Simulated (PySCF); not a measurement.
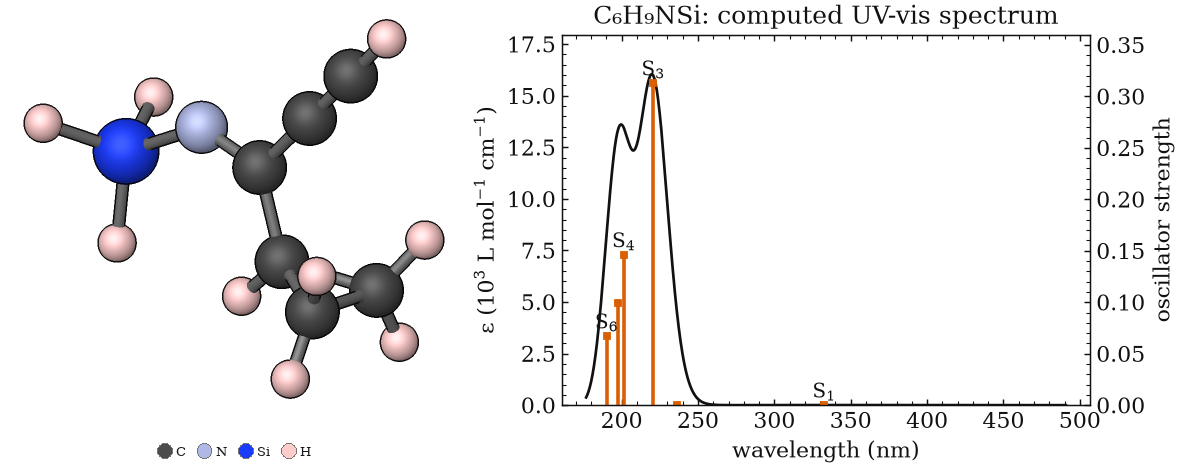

Computed absorption of C₆H₉NSi, SMILES C#C/C(=N/[SiH3])C1CC1. Vertical TDDFT excitations, PBE0/def2-SVPD in PySCF 2.14.0, at a GFN2-xTB geometry (no frequency check), gas phase. Only the first 6 singlet excitations are included; each is broadened by a Gaussian of 1/e half-width 0.33 eV. Sticks give oscillator strengths (right axis).

Question: Where is the lowest singlet, and is it bright?

Answer: S1 lies at 3.73 eV (333 nm) with f = 0.000, mainly HOMO → LUMO (98 %); it is dark or nearly so.

Question: Which of the computed transitions is the brightest, and what character does the calculation give it?

Answer: S3 at 5.61 eV (221 nm), f = 0.313, mainly HOMO−1 → LUMO (84 %).

Known limits of this run: the tight-binding geometry is rougher than a DFT one and adds to the error; one conformer of a flexible molecule; core orbitals are frozen in the response.
